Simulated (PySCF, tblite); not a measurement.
**C₆H₁₄B₂Si: geometry, infrared bands and NMR shifts**

Wanted: the infrared bands and NMR shifts of C₆H₁₄B₂Si (`C=C/C(C)=C\B[SiH2]BC`), by calculation.

Programs: tblite 0.8.0 and PySCF 2.14.0, with density-fitted response routines of our own. Each step states its level of theory. These are calculated values for one molecule in the gas phase, unless marked as measured. Atoms are numbered from 0 throughout.

### 1 Starting geometry

23 atoms, charge 0, multiplicity 1; geometry from: force field or distance geometry start.

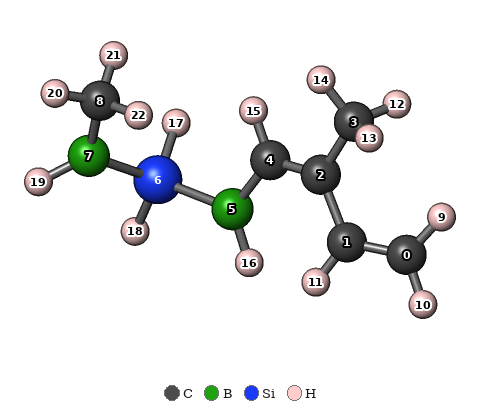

As it starts; carbon dark grey, boron green, silicon blue, hydrogen pink, atoms numbered.

### 2 Relaxing the molecule with GFN2-xTB

Job settings and geometry (Å):

```
{"job": {"kind": "relax", "xc": "GFN2-xTB", "basis": "xTB"}, "charge": 0, "multiplicity": 1}
C     -3.600600     1.186200    -0.850500
C     -2.290300     1.052800    -0.789400
C     -1.611000     0.095200     0.158400
C     -2.359300    -0.370300     1.373200
C     -0.378800    -0.375500    -0.061000
B      0.513800    -0.054800    -1.325800
Si     2.315100    -0.779300    -1.437700
B      3.433000     0.004500    -0.043800
C      3.049200    -0.175700     1.483300
H     -4.284900     0.597900    -0.235900
H     -4.041700     1.896800    -1.546800
H     -1.690800     1.660400    -1.435800
H     -3.045700    -1.207300     1.114700
H     -2.947200     0.451700     1.817800
H     -1.664800    -0.727000     2.172000
H      0.060400    -1.055300     0.660600
H      0.114100     0.563700    -2.241400
H      2.258400    -2.246300    -1.256900
H      2.888700    -0.463300    -2.743700
H      4.409800     0.591200    -0.343800
H      3.814000     0.316300     2.119400
H      2.984800    -1.249300     1.733200
H      2.068900     0.314200     1.690000
```

Started as:

```
$ OMP_NUM_THREADS=1 python probes_run.py task.json out
```

One launch serves the whole session: the jobs run in the order shown.

Standard output:

```text
step      E/eV     max force
  0    -654.65399    1.960
  1    -654.77216    0.691
  2    -654.81706    0.640
  3    -654.85258    0.394
  4    -654.87249    0.320
  5    -654.88420    0.229
  6    -654.89744    0.280
  7    -654.90551    0.220
  8    -654.91014    0.189
  9    -654.91355    0.153
 10    -654.91616    0.158
 11    -654.91838    0.121
 12    -654.92044    0.135
 13    -654.92231    0.090
 14    -654.92376    0.078
 15    -654.92481    0.071
 16    -654.92580    0.092
 17    -654.92702    0.117
 18    -654.92857    0.123
 19    -654.93048    0.123
 20    -654.93270    0.111
 21    -654.93523    0.126
 22    -654.93812    0.140
 23    -654.94150    0.163
 24    -654.94531    0.190
 25    -654.94922    0.193
 26    -654.95294    0.170
 27    -654.95650    0.134
 28    -654.96014    0.135
 29    -654.96381    0.142
 30    -654.96703    0.129
 31    -654.96957    0.091
 32    -654.97180    0.098
 33    -654.97412    0.107
 34    -654.97654    0.112
 35    -654.97880    0.100
 36    -654.98083    0.094
 37    -654.98288    0.103
 38    -654.98508    0.107
 39    -654.98721    0.110
 40    -654.98903    0.113
 41    -654.99060    0.099
 42    -654.99249    0.101
 43    -654.99541    0.113
 44    -654.99709    0.101
 45    -654.99831    0.072
 46    -654.99915    0.064
 47    -654.99999    0.062
 48    -655.00065    0.066
 49    -655.00115    0.063
 50    -655.00155    0.052
 51    -655.00196    0.049
 52    -655.00239    0.051
 53    -655.00279    0.050
 54    -655.00319    0.064
 55    -655.00366    0.066
 56    -655.00414    0.053
 57    -655.00452    0.042
 58    -655.00475    0.030
 59    -655.00494    0.035
 60    -655.00516    0.042
 61    -655.00543    0.037
 62    -655.00570    0.038
 63    -655.00601    0.036
 64    -655.00638    0.051
 65    -655.00678    0.058
 66    -655.00713    0.044
 67    -655.00738    0.033
 68    -655.00763    0.040
 69    -655.00796    0.054
 70    -655.00841    0.057
 71    -655.00879    0.039
 72    -655.00905    0.035
 73    -655.00929    0.038
 74    -655.00959    0.056
 75    -655.00993    0.057
 76    -655.01023    0.040
 77    -655.01050    0.039
 78    -655.01081    0.055
 79    -655.01118    0.067
 80    -655.01152    0.051
 81    -655.01173    0.030
 82    -655.01186    0.025
 83    -655.01197    0.032
 84    -655.01211    0.033
 85    -655.01230    0.040
 86    -655.01252    0.045
 87    -655.01281    0.043
 88    -655.01316    0.046
 89    -655.01348    0.034
 90    -655.01375    0.034
 91    -655.01403    0.042
 92    -655.01438    0.057
 93    -655.01476    0.059
 94    -655.01503    0.035
 95    -655.01518    0.032
 96    -655.01529    0.031
 97    -655.01544    0.040
 98    -655.01572    0.039
 99    -655.01595    0.035
100    -655.01612    0.038
101    -655.01631    0.032
102    -655.01652    0.029
103    -655.01672    0.028
104    -655.01687    0.033
105    -655.01700    0.033
106    -655.01714    0.027
107    -655.01733    0.028
108    -655.01750    0.046
109    -655.01768    0.029
110    -655.01786    0.028
111    -655.01802    0.038
112    -655.01829    0.041
113    -655.01866    0.041
114    -655.01905    0.046
115    -655.01940    0.043
116    -655.01979    0.042
117    -655.02029    0.049
118    -655.02088    0.054
119    -655.02139    0.052
120    -655.02173    0.047
121    -655.02190    0.086
122    -655.02224    0.048
123    -655.02257    0.036
124    -655.02286    0.030
125    -655.02303    0.029
126    -655.02315    0.041
127    -655.02328    0.041
128    -655.02341    0.031
129    -655.02355    0.033
130    -655.02369    0.029
131    -655.02383    0.027
132    -655.02397    0.031
133    -655.02411    0.035
134    -655.02426    0.037
135    -655.02441    0.030
136    -655.02457    0.034
137    -655.02477    0.035
138    -655.02495    0.036
139    -655.02513    0.028
140    -655.02532    0.022
141    -655.02548    0.024
142    -655.02563    0.029
143    -655.02559    0.070
144    -655.02584    0.022
145    -655.02593    0.018
146    -655.02613    0.025
147    -655.02621    0.024
148    -655.02636    0.018
149    -655.02644    0.019
150    -655.02650    0.018
151    -655.02655    0.016
152    -655.02662    0.015
153    -655.02668    0.016
154    -655.02674    0.015
155    -655.02680    0.020
156    -655.02687    0.020
157    -655.02694    0.016
158    -655.02700    0.017
159    -655.02706    0.020
160    -655.02710    0.012
161    -655.02716    0.011
162    -655.02720    0.018
163    -655.02725    0.015
164    -655.02729    0.015
165    -655.02733    0.014
166    -655.02738    0.018
167    -655.02744    0.025
168    -655.02754    0.028
169    -655.02767    0.026
170    -655.02781    0.025
171    -655.02793    0.020
172    -655.02803    0.019
173    -655.02812    0.018
174    -655.02817    0.014
175    -655.02820    0.021
176    -655.02823    0.010
```

It took 5.2 s on 1 thread of Intel Xeon at 2.50GHz, shared host; peak memory 0.18 GiB.

Relaxation path: (not every step is listed)

```tsv
step	energy from step 0 (eV)	largest force (eV/Å)
0	0.0000	1.9598
1	-0.1182	0.6912
2	-0.1631	0.6396
3	-0.1986	0.3941
4	-0.2185	0.3197
5	-0.2302	0.2292
6	-0.2434	0.2799
7	-0.2515	0.2201
8	-0.2561	0.1891
24	-0.2913	0.1905
40	-0.3350	0.1126
56	-0.3501	0.0529
72	-0.3551	0.0350
88	-0.3592	0.0465
104	-0.3629	0.0329
120	-0.3677	0.0471
136	-0.3706	0.0343
152	-0.3726	0.0148
168	-0.3736	0.0285
171	-0.3739	0.0201
172	-0.3740	0.0190
173	-0.3741	0.0181
174	-0.3742	0.0145
175	-0.3742	0.0206
176	-0.3742	0.0099
```

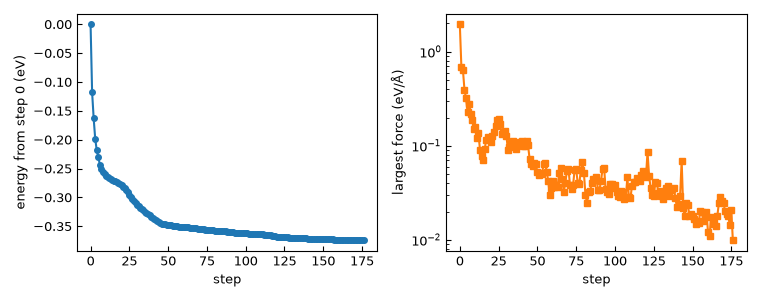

Energy and force, step by step.

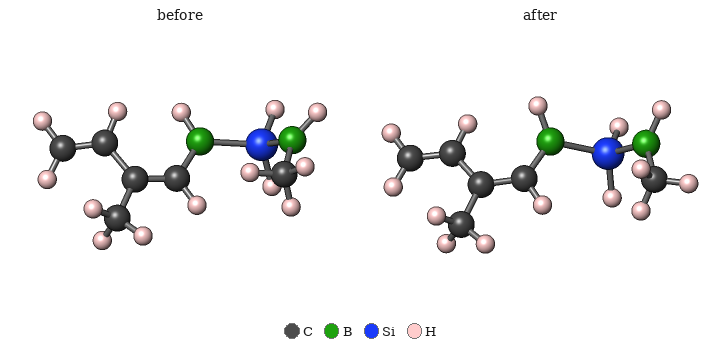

Before and after, at one scale.

Distances of close pairs at the start and the end, largest changes first:

```tsv
bond	before (Å)	after (Å)	change (Å)
C1–C2	1.509	1.450	-0.059
C4–B5	1.581	1.529	-0.052
C3–H14	1.117	1.087	-0.030
B5–Si6	1.945	1.968	+0.023
C8–H22	1.115	1.092	-0.023
C3–H12	1.113	1.090	-0.023
Si6–H18	1.461	1.481	+0.020
C8–H20	1.110	1.091	-0.019
```

The next job starts from the end point, and lists it.

### 3 Vibrational analysis with GFN2-xTB

Job settings and geometry (Å):

```
{"job": {"kind": "ir", "xc": "GFN2-xTB", "basis": "xTB"}, "charge": 0, "multiplicity": 1}
C     -3.781451     0.942241    -1.070166
C     -2.461451     0.838348    -0.932074
C     -1.768946     0.158415     0.145246
C     -2.598548    -0.382145     1.272743
C     -0.425234    -0.022010     0.112204
B      0.577036     0.392132    -0.965144
Si     2.154634    -0.740555    -1.282550
B      3.521437     0.029240    -0.105019
C      3.611996    -0.349348     1.418430
H     -4.479164     0.491722    -0.385113
H     -4.215708     1.478826    -1.896710
H     -1.818633     1.290231    -1.674737
H     -3.261104    -1.169350     0.912606
H     -3.215215     0.407091     1.700984
H     -1.967497    -0.796293     2.055488
H     -0.028112    -0.601322     0.944295
H      0.467042     1.417132    -1.529403
H      1.903342    -2.171276    -0.983811
H      2.561029    -0.794998    -2.705730
H      4.249784     0.872163    -0.481117
H      4.631564    -0.628021     1.687227
H      2.956776    -1.157555     1.737522
H      3.381670     0.522317     2.034908
```

Standard output:

```text
mode    cm-1     km/mol
  1     -26.6      2.79
  2      22.1      0.21
  3      32.7      0.44
  4      55.3      2.10
  5      93.9      2.14
  6     103.3      0.42
  7     122.1      7.01
  8     183.4      0.59
  9     215.0      2.51
 10     223.4      1.95
 11     237.4      2.25
 12     313.6      3.60
 13     382.4      6.37
 14     405.9     22.35
 15     466.1     45.75
 16     520.7      4.34
 17     538.3      4.45
 18     554.4      1.42
 19     615.3     16.22
 20     628.6      8.83
 21     651.0     23.01
 22     687.1     27.21
 23     700.5     25.26
 24     766.5     20.56
 25     821.8      3.69
 26     837.7      6.67
 27     855.8     29.26
 28     870.4    309.33
 29     887.4      7.60
 30     982.0     10.89
 31     987.3     28.12
 32    1000.9     18.68
 33    1020.4     15.17
 34    1022.4      4.20
 35    1049.6     24.61
 36    1102.3     99.51
 37    1115.1    128.69
 38    1212.3      7.62
 39    1292.3      0.45
 40    1354.7      9.62
 41    1380.0     31.42
 42    1396.6      8.16
 43    1417.3      4.37
 44    1479.9      3.75
 45    1487.2      1.22
 46    1488.3     15.83
 47    1494.9      3.49
 48    1577.1     60.44
 49    1650.9      6.17
 50    2096.9    466.52
 51    2117.0    359.47
 52    2588.1     71.19
 53    2597.0    238.58
 54    2973.8     19.12
 55    2981.0     41.03
 56    2997.5     25.05
 57    3000.2     23.57
 58    3014.6     27.23
 59    3022.3     30.07
 60    3039.4     28.75
 61    3075.1     19.69
 62    3107.8     17.65
 63    3129.9     44.35
```

Wall time 3.2 s (1 thread of Intel Xeon at 2.50GHz, shared host); peak memory 0.18 GiB.

Which atoms move in the most intense modes:

```tsv
cm⁻¹	km/mol	atoms
870	309.3	H17 46 %, H18 46 %
1102	99.5	B5 26 %, H15 14 %, C4 13 %, H19 12 %
1115	128.7	B7 29 %, H19 25 %, B5 14 %
1577	60.4	C2 52 %, C4 38 %
2097	466.5	H17 85 %, H18 11 %
2117	359.5	H18 86 %, H17 12 %
2588	71.2	H16 86 %
2597	238.6	H19 86 %
```

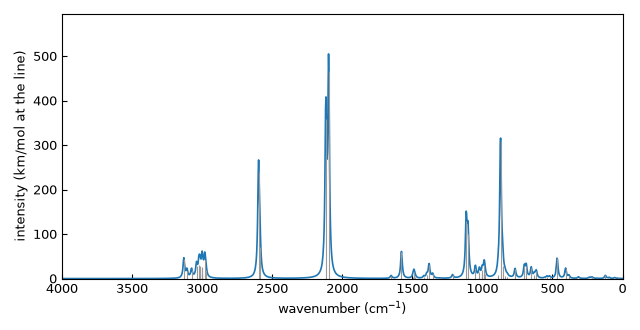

The infrared spectrum from these modes, unscaled. Lines are broadened to a width of 14 cm⁻¹ (Lorentzian).

### 4 NMR shieldings: PBE0/pcSseg-1

Settings changed since step 3:

```diff
@@ -1,2 +1,2 @@
-{"job": {"kind": "ir", "xc": "GFN2-xTB", "basis": "xTB"}, "charge": 0, "multiplicity": 1}
+{"job": {"kind": "nmr", "xc": "PBE0", "basis": "pcSseg-1"}, "charge": 0, "multiplicity": 1}
 C     -3.781451     0.942241    -1.070166
```

With the program's defaults for keys left out, this is: GIAO PBE0/pcSseg-1 NMR shielding, non-relativistic, gas phase.

Standard output:

```text
coarse grid: 18992 points
cycle   1  E = -575.5220191529  dE =  7.107e-01  |g| = 4.722e-01  |ddm| = 4.252e+00
cycle   2  E = -575.5168311723  dE =  5.188e-03  |g| = 5.028e-01  |ddm| = 9.064e-01
cycle   3  E = -575.5832327429  dE = -6.640e-02  |g| = 9.614e-02  |ddm| = 5.445e-01
cycle   4  E = -575.5853631664  dE = -2.130e-03  |g| = 4.256e-02  |ddm| = 1.348e-01
cycle   5  E = -575.5858670920  dE = -5.039e-04  |g| = 7.960e-03  |ddm| = 5.072e-02
cycle   6  E = -575.5858879591  dE = -2.087e-05  |g| = 2.050e-03  |ddm| = 1.354e-02
cycle   7  E = -575.5858890368  dE = -1.078e-06  |g| = 5.027e-04  |ddm| = 2.654e-03
final grid: 176800 points
cycle   8  E = -575.6364765334  dE = -5.472e-05  |g| = 8.999e-03  |ddm| = 4.246e-02
cycle   9  E = -575.6364721472  dE =  4.386e-06  |g| = 9.880e-03  |ddm| = 1.871e-02
cycle  10  E = -575.6364985688  dE = -2.642e-05  |g| = 1.368e-03  |ddm| = 1.047e-02
cycle  11  E = -575.6364990505  dE = -4.817e-07  |g| = 3.399e-04  |ddm| = 1.513e-03
cycle  12  E = -575.6364990779  dE = -2.742e-08  |g| = 9.484e-05  |ddm| = 3.688e-04
cycle  13  E = -575.6364990802  dE = -2.294e-09  |g| = 2.608e-05  |ddm| = 1.183e-04
cycle  14  E = -575.6364990804  dE = -1.569e-10  |g| = 1.027e-05  |ddm| = 3.538e-05
converged SCF energy = -575.6364990804

GIAO shielding tensors (ppm)
atom      isotropic    diamagn.    paramagn.     s11        s22        s33       span
  0 C       61.104     252.089    -190.986    -45.337     58.662    169.986    215.323
  1 C       41.524     254.644    -213.121    -72.817     41.154    156.234    229.051
  2 C       29.086     260.492    -231.406    -61.589     -9.900    158.745    220.335
  3 C      161.634     248.894     -87.260    145.649    155.365    183.889     38.240
  4 C       31.218     262.075    -230.857    -79.399     37.723    135.329    214.728
  5 B        9.849     198.016    -188.167    -90.896    -17.346    137.788    228.684
  6 Si     427.240     882.524    -455.284    398.100    427.075    456.546     58.445
  7 B      -14.684     196.538    -211.222   -133.295    -47.899    137.144    270.439
  8 C      162.581     252.393     -89.812    128.792    169.513    189.438     60.646
  9 H       26.012      30.832      -4.820     23.059     24.869     30.108      7.049
 10 H       25.986      27.741      -1.755     24.057     25.031     28.871      4.813
 11 H       24.402      34.600     -10.198     21.686     22.771     28.748      7.062
 12 H       29.235      30.121      -0.886     25.655     27.878     34.172      8.516
 13 H       29.511      30.129      -0.618     25.509     28.447     34.577      9.068
 14 H       29.758      31.841      -2.083     25.807     29.187     34.279      8.472
 15 H       24.101      37.352     -13.252     18.614     23.251     30.438     11.825
 16 H       22.150      33.268     -11.118     12.424     25.359     28.667     16.243
 17 H       27.814      30.380      -2.566     25.028     27.250     31.163      6.135
 18 H       27.588      30.025      -2.437     24.493     25.907     32.363      7.871
 19 H       21.331      30.228      -8.897     10.578     26.260     27.154     16.576
 20 H       30.061      25.956       4.104     25.914     28.355     35.913      9.998
 21 H       29.348      33.583      -4.234     26.474     29.113     32.458      5.984
 22 H       30.556      30.929      -0.373     26.468     29.469     35.733      9.265
```

Wall time 2.6 min (1 thread of Intel Xeon at 2.50GHz, shared host); peak memory 1.1 GiB.

The references, computed at this level on geometries of the same kind, shield at (ppm): 1H TMS 31.72, 13C TMS 186.9, 29Si TMS 349.2, 11B BF3·OEt2 100.1. Their shielding less the atom's gives the shift. The references are single molecules in the gas phase. Atoms listed in one row are averaged.

```tsv
atoms	environment	σ (ppm)	δ (ppm)	δ scaled to CDCl3
C2	fully substituted alkene carbon	29.1	157.8	152.1
C4	alkene CH	31.2	155.7	150.1
C1	alkene CH	41.5	145.4	140.0
C0	terminal =CH2 carbon	61.1	125.8	120.9
C3	allylic methyl carbon	161.6	25.3	22.8
C8	methyl carbon bonded to B	162.6	24.3	21.8
H19	hydrogen on a boron bonded to C, Si	21.33	10.39	–
H16	hydrogen on a boron bonded to C, Si	22.15	9.57	–
H15	hydrogen on an alkene CH	24.10	7.62	7.29
H11	hydrogen on an alkene CH	24.40	7.32	7.00
H10	hydrogen on a terminal =CH2 carbon	25.99	5.73	5.51
H9	hydrogen on a terminal =CH2 carbon	26.01	5.71	5.48
H17, H18	hydrogen on a silicon bonded to 2 B	27.70	4.02	–
H12, H13, H14	hydrogen on an allylic methyl carbon	29.50	2.22	2.19
H20, H21, H22	hydrogen on a methyl carbon bonded to B	29.99	1.73	1.73
B7	boron bonded to C, Si, H	-14.7	114.8	–
B5	boron bonded to C, Si, H	9.8	90.2	–
Si6	silicon bonded to 2 B, 2 H	427.2	-78.1	–
```

The scaled column applies a straight-line fit of computed shieldings to shifts measured in CDCl3 (root-mean-square error 0.16 ppm for H, 1.9 ppm for C).

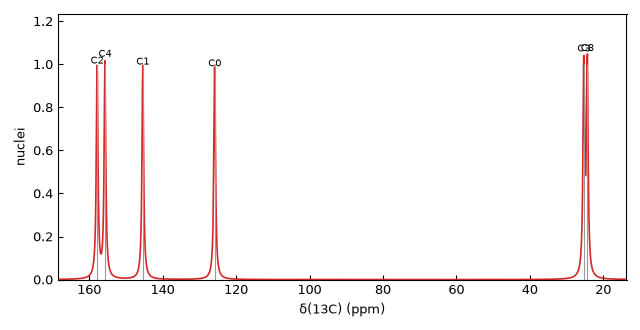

13C lines at the computed shifts, without couplings. Lines are broadened to a width of 0.53 ppm (Lorentzian).

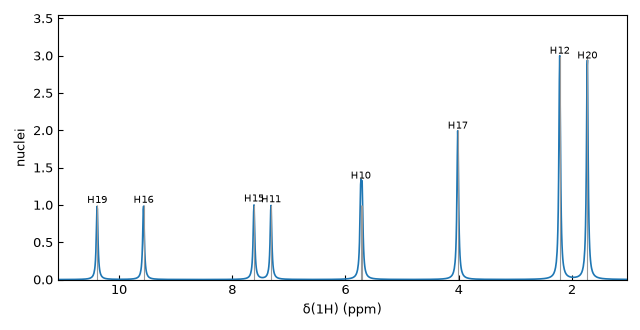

1H lines at the computed shifts, without couplings. Lines are broadened to a width of 0.03 ppm (Lorentzian).

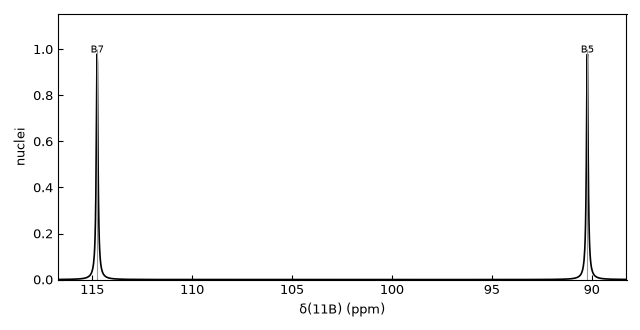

11B lines at the computed shifts, without couplings. Lines are broadened to a width of 0.10 ppm (Lorentzian).

The run also stored atomic charges by several schemes (e):

```tsv
atoms	Mulliken	IAO	Hirshfeld	ESP fit
C0	-0.11	-0.30	-0.08	-0.34
C1	-0.19	-0.14	-0.04	-0.30
C2	-0.33	0.08	0.04	0.49
C3	-0.14	-0.43	-0.11	-0.62
C4	-0.22	-0.27	-0.12	-0.63
B5	0.03	-0.12	0.06	0.42
Si6	0.24	0.42	0.17	-0.13
B7	-0.02	-0.05	0.10	0.46
C8	-0.51	-0.56	-0.19	-0.51
```

ESP fit charges:

C0 -0.34; C1 -0.30; C2 0.49; C3 -0.62; C4 -0.63; B5 0.42; Si6 -0.13; B7 0.46; C8 -0.51; H9 0.17; H10 0.17; H11 0.20; H12 0.18; H13 0.18; H14 0.17; H15 0.20; H16 -0.16; H17 -0.05; H18 -0.07; H19 -0.18; H20 0.13; H21 0.09; H22 0.13

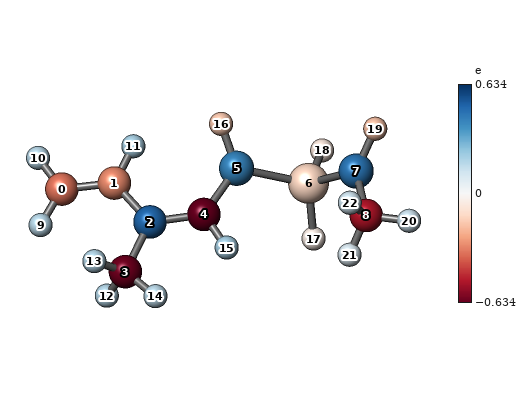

ESP fit charges, as colours on the atoms.

Mayer bond orders: C0–C1 1.91, C1–C2 1.13, C2–C3 1.08, C2–C4 1.73, C4–B5 1.08, B5–Si6 0.94, Si6–B7 0.96, B7–C8 1.05.

### 5 Results

| quantity | value |
| --- | --- |
| strongest single infrared mode (GFN2-xTB) | 2097 cm⁻¹, 467 km/mol |
| zero-point energy (GFN2-xTB) | 111.6 kcal/mol |
| 13C shifts against TMS (PBE0/pcSseg-1) | 157.8, 155.7, 145.4, 125.8, 25.3, 24.3 ppm |
| 1H shifts against TMS (PBE0/pcSseg-1, means over atoms taken as alike) | 10.39, 9.57, 7.62, 7.32, 5.73, 5.71, 4.02, 2.22, 1.73 ppm |
| 11B shifts against BF3·OEt2 (PBE0/pcSseg-1) | 114.8, 90.2 ppm |
| 29Si shifts against TMS (PBE0/pcSseg-1) | -78.1 ppm |

**Reading.** Over 176 steps the energy fell by 0.374 eV; of the close pairs, C1–C2 changed most, 1.509 to 1.450 Å. The lowest mode is imaginary (27i cm⁻¹), so the xTB geometry is not a minimum. The strongest single mode, at 2097 cm⁻¹, moves mainly H17. Unscaled tight-binding wavenumbers are off by several per cent, some by more. Its intensities can rank the bands wrongly. At PBE0/pcSseg-1: The largest span, 270 ppm, is at B7, where the paramagnetic term is -211 ppm.
